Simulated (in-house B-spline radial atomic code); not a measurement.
# Ru⁹⁺: ionisation energy by several methods

How far do functionals differ on the ionisation energy of Ru⁹⁺? Each run solves Ru⁹⁺ and then the next ion ([Ar] 3d10 4s2 4p4).

The numbers are computed with in-house B-spline radial atomic code version 1 (scalar-relativistic (X2C), several functionals, spin-polarised; spherical all-electron atom at the radial basis limit), except any that are marked as measured or tabulated.

## 1. Starting point

| Property | Result |
| --- | --- |
| element | ruthenium (Z = 44) |
| charge | +9 |
| electrons | 35 |
| configuration | [Ar] 3d10 4s2 4p5 |
| nucleus | Fermi, rms radius 4.481 fm |

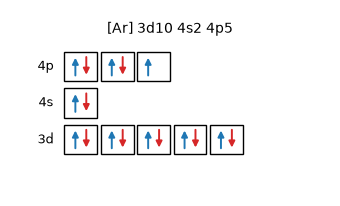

Outer shells as boxes.

Where spins are not typed, each open shell is filled with up spins first.

## 2. revTPSS, a meta-GGA

Settings, as recorded:

```ini
Z = 44
electrons = 35.0
configuration = [Ar] 3d10 4s2 4p5
hamiltonian = x2c
method = revtpss,revtpss
spin_polarised = True
nucleus = fermi
rms_radius = 4.4809
mass_number = 102
atomic_mass = 101.904340312
speed_of_light = 137.035999084
```

## 3. RPBE, a GGA

Changes to the settings of step 2:

```diff
@@ -4,3 +4,3 @@
 hamiltonian = x2c
-method = revtpss,revtpss
+method = rpbe,pbe
 spin_polarised = True
```

## 4. Hartree-Fock

Changes to the settings of step 3:

```diff
@@ -4,3 +4,3 @@
 hamiltonian = x2c
-method = rpbe,pbe
+method = hf
 spin_polarised = True
```

## 5. exchange-only LDA

Changes to the settings of step 4:

```diff
@@ -4,3 +4,3 @@
 hamiltonian = x2c
-method = hf
+method = lda,
 spin_polarised = True
```

## 6. OLYP, a GGA

Changes to the settings of step 5:

```diff
@@ -4,3 +4,3 @@
 hamiltonian = x2c
-method = lda,
+method = optx,lyp
 spin_polarised = True
```

Q: The tabulated ionisation energy is 198 ± 2.2 eV (tabulated theoretical; NIST Atomic Spectra Database). What does each method give, and which comes nearest?

As calculated:

| method | rung | total energy (hartree) | ΔSCF (eV) | −ε highest (eV) | ΔSCF less tabulated (eV) |
| --- | --- | --- | --- | --- | --- |
| exchange-only LDA | LDA | -4498.8727 | 198.37 | 187.95 (4p down) | +0.37 |
| RPBE | GGA | -4507.4809 | 200.07 | 189.73 (4p down) | +2.07 |
| OLYP | GGA | -4508.8855 | 200.38 | 190.14 (4p down) | +2.38 |
| revTPSS | meta-GGA | -4506.5649 | 200.26 | 189.99 (4p down) | +2.26 |
| Hartree-Fock | Hartree-Fock | -4505.6523 | 198.67 | 199.28 (4p down) | +0.67 |

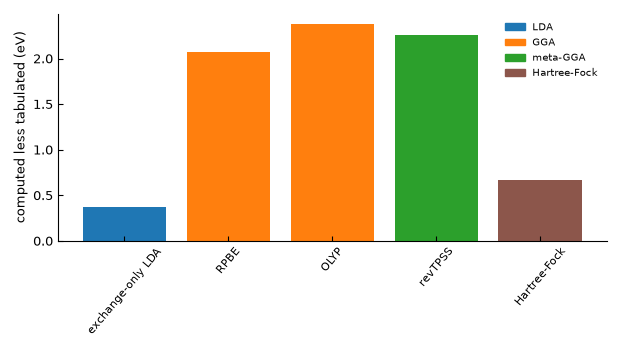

Error of each method against the tabulated value; one colour a rung.

The tabulated ionisation energy is 198 ± 2.2 eV (tabulated theoretical; NIST Atomic Spectra Database). exchange-only LDA comes nearest (+0.37 eV) and OLYP is farthest (+2.38 eV, 1.2 %). Mean absolute error by rung (exchange-only levels left out): GGA 2.22 eV, meta-GGA 2.26 eV, Hartree-Fock 0.67 eV. The table's own uncertainty exceeds the spread between the methods, so their order is not settled. Relativistic terms that these runs lack can be as large as the gaps between close methods, so the nearest may be so by luck. Spin-orbit coupling is left out. Open shells are averaged (over orientations, and over spins where the run is restricted), while tables refer to the lowest levels. For the semilocal functionals minus the highest level recovers only 95 % of their own ΔSCF value, a mark of self-interaction.
